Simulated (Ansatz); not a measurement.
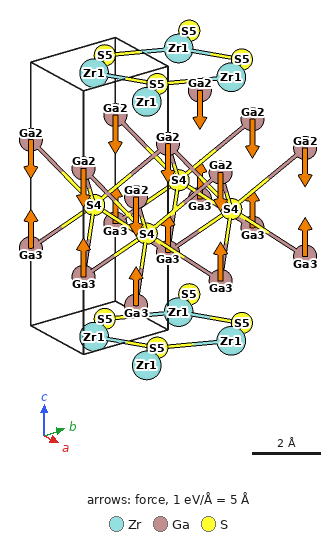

Starting geometry of crystalline ZrGa2S2 (a generated structure, set up in P-6m2) with the computed forces as orange arrows. A ball-and-stick model of the cell of the calculation, repeated 2 × 2 × 1 with one cell outlined, seen slightly off an axis.

These are results of DFT PBE, scalar-relativistic, plane waves, PAW (Ansatz 0.2.0), not measurements.

The input:
```yaml
crystal:
  lattice:
    - [4.10335115, 0.0, 0.0]
    - [-2.05167557, 3.55360633, 0.0]
    - [0.0, 0.0, 8.02399855]
  atoms:
    - { symbol: Zr, position: [0.66666667, 0.33333333, 0.0] }
    - { symbol: Ga, position: [0.0, 0.0, 0.70553398] }
    - { symbol: Ga, position: [0.0, 0.0, 0.29446602] }
    - { symbol: S, position: [0.66666667, 0.33333333, 0.5] }
    - { symbol: S, position: [0.33333333, 0.66666667, 0.0] }
basis:
  ecutwfc: 420
kpoints:
  mp_grid: { grid: [12, 12, 6] }
hamiltonian:
  xc: pbe
scf:
  occupations: { method: gaussian, width: 0.1 }
output:
  forces: true
  stress: true
  eigenvalues: true
relax:
  adjacent_minimum: "off"
  f_tol: 0.01
  max_steps: 80
  cell: { stress_tol: 0.05 }
```

Launched with:
```bash
ansatz run input.yaml --threads 1 --pin off --max-ram 2560MiB --backend cpu --events-out ev --progress --plain --runs-dir out
```

Is this structure relaxed? If not, where do the atoms go?

Answer. It isn't relaxed: the largest force vector, on Ga atoms, is 0.24 eV/Å. Measured relative to the changing cell, the final displacements run against the starting forces (cosine between the two patterns −1.00). The energy falls by 212 meV per atom in 11 accepted moves (14 points after the start). The largest force component goes from 0.24 to 0.0041 eV/Å. The pressure goes from 0.48 to 0.01 GPa. The line search rejected the trial step at point 8 of the run. The SCF was repeated twice at an unchanged geometry on a basis and grid sized afresh for the cell, which shifted the energy by 1.6 meV per atom at most. The largest moves relative to the cell, 0.100 Å, are those of Ga2 and Ga3. Ga3 goes along −c. Zr and S stay in place. Cell: a = b 4.103 → 4.615 Å (+12.5 %), c 8.024 → 5.403 Å (−32.7 %). Volume −14.8 %. Some distances before and after: Zr1–S4 4.012 → 2.701 Å, Ga2–Ga3 3.298 → 2.421 Å, Zr1–S5 2.369 → 2.664 Å, Ga2–S4 2.887 → 2.926 Å. New bonds form: Ga2–Ga3 (3.30 → 2.42 Å), Zr1–S4 (4.01 → 2.70 Å). The space group stays P-6m2 (No. 187). The run took 7.3 min on 1 thread of Arm Neoverse V2, with other jobs on the host, peak memory 0.52 GiB.
